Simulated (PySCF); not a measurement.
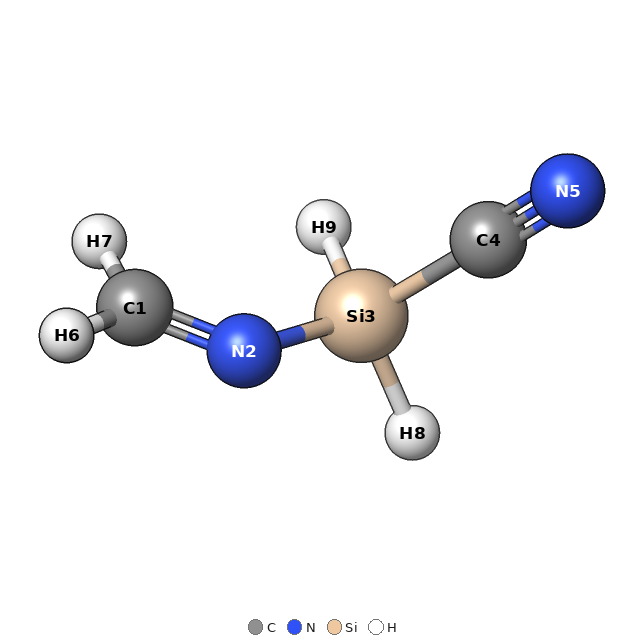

The computed structure is the end point of a PBE0-D3(BJ)/def2-SVP optimisation. No frequency run is at hand to confirm it as a minimum. Method: delta-SCF UKS SCAN, pcX-2 on the ionised atom, pcseg-1 elsewhere, spin-free X2C (PySCF 2.14.0).

Give the core-electron binding energies (to vacuum; p and d levels without spin–orbit splitting) of C1 1s, N2 1s, Si3 1s, Si3 2p, C4 1s, N5 1s.

```csv
atom,level,binding energy (eV)
C1,1s,292.9
N2,1s,405.2
Si3,1s,1848.1
Si3,2p,108.4
C4,1s,291.9
N5,1s,405.4
```
